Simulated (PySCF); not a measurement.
**doublet H2P: levels of theory compared**

Aim: a comparison of 4 runs (UPBE0/SBKJC, RPA/SBKJC, ROCCSD(T)/SBKJC, UCCSD(T)/SBKJC) of doublet H2P. The job is set up through a Python script.

The results are computed with PySCF 2.14.0.

### 1 The structure to begin with

The species is H2P (3 atoms), typed as a doublet with charge 0. SMILES of the parent species: `[PH2-]`. The shape comes from GFN2-xTB, which is rough for such elements, and wasn't checked as a minimum. That shape belongs to the parent species and isn't relaxed for this state.

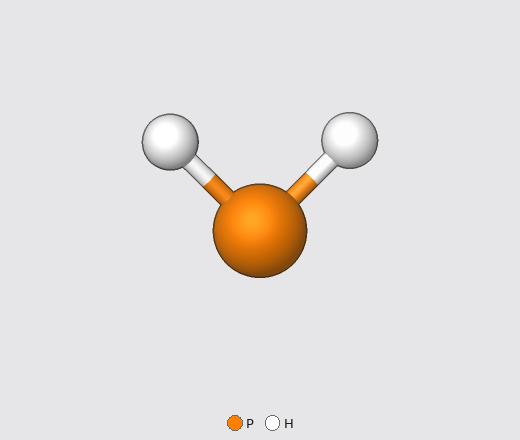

Viewed from a chosen angle; phosphorus orange, hydrogen white.

### 2 The energy at UPBE0/SBKJC (core potential) (run 1)

Contents of start.xyz:

```xyz
3
H2P
P      0.498920    -0.293580     0.245050
H      0.105590     0.990220     0.165130
H     -0.604500    -0.696650    -0.410180
```

Contents of run.py:

```python
from pyscf import gto, dft

mol = gto.M(
    atom='start.xyz',
    max_memory=1860,
    charge=0,
    basis='sbkjc',
    spin=1,
    verbose=4,
    ecp={'P': 'sbkjc'},
)

myscf = dft.UKS(mol)
myscf.xc = 'pbe0'
myscf.conv_tol = 1e-10
myscf.grids.level = 5
myscf.kernel()
if not myscf.converged:
    myscf = myscf.newton().run(myscf.mo_coeff, myscf.mo_occ)

e_tot = myscf.e_tot
print('E = %.10f Eh' % e_tot)
```

Launch:

```console
OMP_NUM_THREADS=1 python run.py
```

Standard output:

```text
PySCF version 2.14.0

[INPUT] num. atoms = 3
[INPUT] num. electrons = 7
[INPUT] charge = 0
[INPUT] spin (= nelec alpha-beta = 2S) = 1
[INPUT] symmetry False subgroup None
[INPUT] Mole.unit = angstrom
[INPUT] Symbol           X                Y                Z      unit          X                Y                Z       unit  Magmom
[INPUT]  1 P      0.498920000000  -0.293580000000   0.245050000000 AA    0.942822158068  -0.554785795650   0.463077386825 Bohr   0.0
[INPUT]  2 H      0.105590000000   0.990220000000   0.165130000000 AA    0.199536181493   1.871244603067   0.312050474949 Bohr   0.0
[INPUT]  3 H     -0.604500000000  -0.696650000000  -0.410180000000 AA   -1.142339442300  -1.316477704678  -0.775127861774 Bohr   0.0

nuclear repulsion = 4.20994770610214
number of shells = 8
number of NR pGTOs = 22
number of NR cGTOs = 12
basis = sbkjc
ecp = {'P': 'sbkjc'}

[... 66 lines left out ...]
converged SCF energy = -7.62502465360314  <S^2> = 0.75207417  2S+1 = 2.0020731
E = -7.6250246536 Eh
```

It took 1.5 s on 1 thread of Intel Xeon Platinum 8488C (Sapphire Rapids), shared host; peak memory 0.16 GiB.

### 3 A single-point energy at RPA/SBKJC (core potential) (run 2)

Contents of input.xyz:

```xyz
3
H2P
P      0.498920    -0.293580     0.245050
H      0.105590     0.990220     0.165130
H     -0.604500    -0.696650    -0.410180
```

Contents of run.py:

```python
from pyscf import gto
from pyscf.gw.urpa import URPA

mol = gto.M(
    atom='input.xyz',
    ecp={'P': 'sbkjc'},
    charge=0,
    verbose=4,
    basis='sbkjc',
    max_memory=1860,
    spin=1,
)

mf = mol.UHF()
mf.conv_tol = 1e-10
mf.kernel()
if not mf.converged:
    mf = mf.newton().run(mf.mo_coeff, mf.mo_occ)

rpa = URPA(mf)
rpa.kernel()
e_exx = mf.e_tot
etot = e_exx + rpa.e_corr
print('E = %.10f Eh' % etot)
```

Launch:

```console
OMP_NUM_THREADS=1 python run.py
```

Standard output:

```text
PySCF version 2.14.0

[INPUT] num. atoms = 3
[INPUT] num. electrons = 7
[INPUT] charge = 0
[INPUT] spin (= nelec alpha-beta = 2S) = 1
[INPUT] symmetry False subgroup None
[INPUT] Mole.unit = angstrom
[INPUT] Symbol           X                Y                Z      unit          X                Y                Z       unit  Magmom
[INPUT]  1 P      0.498920000000  -0.293580000000   0.245050000000 AA    0.942822158068  -0.554785795650   0.463077386825 Bohr   0.0
[INPUT]  2 H      0.105590000000   0.990220000000   0.165130000000 AA    0.199536181493   1.871244603067   0.312050474949 Bohr   0.0
[INPUT]  3 H     -0.604500000000  -0.696650000000  -0.410180000000 AA   -1.142339442300  -1.316477704678  -0.775127861774 Bohr   0.0

nuclear repulsion = 4.20994770610214
number of shells = 8
number of NR pGTOs = 22
number of NR cGTOs = 12
basis = sbkjc
ecp = {'P': 'sbkjc'}

[... 57 lines left out ...]
converged SCF energy = -7.43151299036537  <S^2> = 0.75660875  2S+1 = 2.0065979
[... 5 lines left out ...]
WARN: Even tempered Gaussians are generated as DF auxbasis for  H P

******** <class 'pyscf.gw.urpa.URPA'> ********
nocc = (np.int64(4), np.int64(3)), nmo = (12, 12)
mem_avail = 1733.12  mem_blk = 0.00  auxlen = 55

******** <class 'pyscf.df.df.DF'> ********
auxbasis = auxmol.basis = {'H': [[0, [np.float64(5.862144), 1]], [0, [np.float64(2.931072), 1]], [0, [np.float64(1.465536), 1]], [0, [np.float64(0.732768), 1]], [0, [np.float64(0.366384), 1]]], 'P': [[0, [np.float64(2.5968), 1]], [0, [np.float64(1.2984), 1]], [0, [np.float64(0.6492), 1]], [0, [np.float64(0.3246), 1]], [0, [np.float64(0.1623), 1]], [1, [np.float64(2.5968), 1]], [1, [np.float64(1.2984), 1]], [1, [np.float64(0.6492), 1]], [1, [np.float64(0.3246), 1]], [1, [np.float64(0.1623), 1]], [2, [np.float64(2.5968), 1]], [2, [np.float64(1.2984), 1]], [2, [np.float64(0.6492), 1]], [2, [np.float64(0.3246), 1]], [2, [np.float64(0.1623), 1]]]}
Lowest orbital energy difference: ( 5.5260e-01,  4.1750e-01)
E(URPA) = -7.4908377235313  E_corr = -0.0602421383887047  E_hf = -7.43059558514259
E = -7.4917551288 Eh
```

Run time: 0.68 s. Hardware: 1 thread of Intel Xeon Platinum 8488C (Sapphire Rapids), shared host; peak memory 0.12 GiB.

Run 3 isn't shown in full; the table further down has it.

### 4 The energy at UCCSD(T)/SBKJC (core potential) (run 4)

Contents of geometry.xyz:

```xyz
3

P      0.498920    -0.293580     0.245050
H      0.105590     0.990220     0.165130
H     -0.604500    -0.696650    -0.410180
```

Contents of run.py:

```python
from pyscf import gto, cc

system = gto.Mole()
system.atom = 'geometry.xyz'
system.verbose = 3
system.max_memory = 1860
system.basis = 'sbkjc'
system.spin = 1
system.ecp = {'P': 'sbkjc'}
system.build()

mf = system.UHF()
mf.conv_tol = 1e-10
mf.kernel()
if not mf.converged:
    mf = mf.newton().run(mf.mo_coeff, mf.mo_occ)

mycc = cc.CCSD(mf)
mycc.kernel()
e_t = mycc.ccsd_t()
etot = mycc.e_tot + e_t
print('Final energy', etot)
```

Launch:

```console
OMP_NUM_THREADS=1 python run.py
```

Standard output:

```text
converged SCF energy = -7.43151299036537  <S^2> = 0.75660875  2S+1 = 2.0065979
E(UCCSD) = -7.484865507494119  E_corr = -0.05335251712874941
UCCSD(T) correction = -0.000358028734737365
Final energy -7.485223536228856
```

It took 0.7 s on 1 thread of Intel Xeon Platinum 8488C (Sapphire Rapids), shared host; peak memory 0.12 GiB.

### 5 All runs side by side

| run | level | integration grid | frozen core orbitals | energy (Eh) | dipole moment (D) of the reference | HOMO energy (eV) | LUMO energy (eV) | wall time |
| --- | --- | --- | --- | --- | --- | --- | --- | --- |
| 1 | UPBE0/SBKJC (core potential) | 5 | – | -7.625025 | 1.93 | -7.27 | -3.19 | 1.5 s |
| 2 | RPA/SBKJC (core potential) | – | 0 | -7.491755 | 1.80 | -10.24 | 0.71 | 0.68 s |
| 3 | ROCCSD(T)/SBKJC (core potential) | – | 0 | -7.485229 | 1.79 | – | – | 0.72 s |
| 4 | UCCSD(T)/SBKJC (core potential) | – | 0 | -7.485224 | 1.80 | -10.24 | 0.71 | 0.7 s |

### 6 What came out

| quantity | value |
| --- | --- |
| run 4: total energy | -7.48522 Eh |
| run 4: dipole moment (Hartree–Fock density) | 1.80 D |
| run 4: HOMO energy (Hartree–Fock orbitals) (highest over α and β) | -10.24 eV |
| run 4: LUMO energy (Hartree–Fock orbitals) (lowest over α and β) | 0.71 eV |
| run 4: correlation energy | -53.7 mEh |
| run 4: (T) correction | -0.36 mEh |
| run 4: ⟨S²⟩ | 0.757 |
| run 4: T1 diagnostic | 0.007 |

What this shows: All runs together took 3.6 s, the longest 1.5 s.
